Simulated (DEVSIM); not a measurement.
System: Si/Ge p-n heterojunction, at 300 K.

```csv
layer (left to right),material,thickness (μm),Nd (cm⁻³),Na (cm⁻³),τn (s),τp (s)
1,Si,0.590,-,1.1e16,7.2e-7,7.2e-7
2,Ge,0.580,1.5e17,-,7.2e-7,7.2e-7
```

Left contact: ohmic. Right contact: ohmic. Voltage is applied to the left contact. Recombination: SRH at mid-gap, radiative, Auger. Mobility is μmin + (μ − μmin)/(1 + (N/Nref)^α).

This is a model device: material constants are rounded textbook-type values typed into the input, and sizes, dopings and lifetimes were drawn at random. Values at 300 K.

| parameter | Si | Ge |
|---|---|---|
| gap (eV) | 1.124 | 0.664 |
| affinity (eV) | 4.05 | 4 |
| permittivity | 11.7 | 16 |
| Nc (cm⁻³) | 2.86e19 | 1.04e19 |
| Nv (cm⁻³) | 3.1e19 | 6e18 |
| μn (cm²/Vs) | 1417 | 3900 |
| μp (cm²/Vs) | 470 | 1900 |
| μn,min | 52 | 150 |
| μp,min | 45 | 100 |
| Nref,n | 9.7e16 | 2.6e17 |
| Nref,p | 2.2e17 | 4e17 |
| αn | 0.68 | 0.56 |
| αp | 0.72 | 0.6 |
| B (cm³/s) | 4.7e-15 | 6.4e-14 |
| Cn (cm⁶/s) | 2.8e-31 | 1e-31 |
| Cp (cm⁶/s) | 9.9e-32 | 1e-31 |

Model (solved in DEVSIM): 1D drift-diffusion, Boltzmann statistics, complete ionisation; no tunnelling, impact ionisation, image-force lowering or self-heating. Band offsets follow the typed affinities; no thermionic-emission limit at abrupt steps, no polarisation charge.

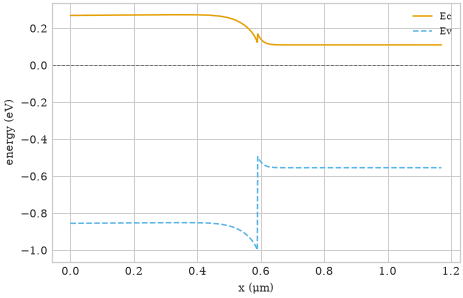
Band edges at 0.65 V on the left contact

Energies count from the Fermi level of the right contact; mesh points crowd at the junctions.

| x (μm) | Ec (eV) | Ev (eV) | n (cm⁻³) | p (cm⁻³) | field (V/cm) |
|---|---|---|---|---|---|
| 0.000 | 0.269 | -0.855 | 11000 | 1.1e16 | 130 |
| 0.005175 | 0.269 | -0.855 | 8.2e12 | 1.1e16 | 130 |
| 0.01583 | 0.269 | -0.855 | 2.5e13 | 1.1e16 | 130 |
| 0.03779 | 0.269 | -0.855 | 5.9e13 | 1.1e16 | 120 |
| 0.1069 | 0.270 | -0.854 | 1.6e14 | 1.1e16 | 120 |
| 0.2255 | 0.271 | -0.853 | 3.4e14 | 1.1e16 | 120 |
| 0.3942 | 0.272 | -0.852 | 5.9e14 | 1.1e16 | -210 |
| 0.5183 | 0.245 | -0.879 | 2.1e15 | 3.7e15 | -6900 |
| 0.5577 | 0.204 | -0.920 | 1.1e16 | 6.7e14 | -15000 |
| 0.5768 | 0.166 | -0.958 | 4.5e16 | 1.2e14 | -25000 |
| 0.5861 | 0.138 | -0.986 | 1.4e17 | 2.0e13 | -38000 |
| 0.5921 | 0.164 | -0.500 | 1.8e16 | 5.9e15 | -33000 |
| 0.5996 | 0.143 | -0.521 | 4.1e16 | 2.6e15 | -23000 |
| 0.6148 | 0.121 | -0.543 | 9.8e16 | 1.1e15 | -8500 |
| 0.6630 | 0.110 | -0.554 | 1.5e17 | 6.6e14 | -190 |
| 0.7455 | 0.109 | -0.555 | 1.5e17 | 5.5e14 | ≈ 0 |
| 0.8916 | 0.109 | -0.555 | 1.5e17 | 3.6e14 | ≈ 0 |
| 1.037 | 0.110 | -0.554 | 1.5e17 | 1.7e14 | ≈ 0 |
| 1.122 | 0.110 | -0.554 | 1.5e17 | 6.1e13 | ≈ 0 |
| 1.149 | 0.110 | -0.554 | 1.5e17 | 2.7e13 | ≈ 0 |
| 1.163 | 0.110 | -0.554 | 1.5e17 | 9.7e12 | ≈ 0 |
| 1.170 | 0.110 | -0.554 | 1.5e17 | 2.9e9 | ≈ 0 |
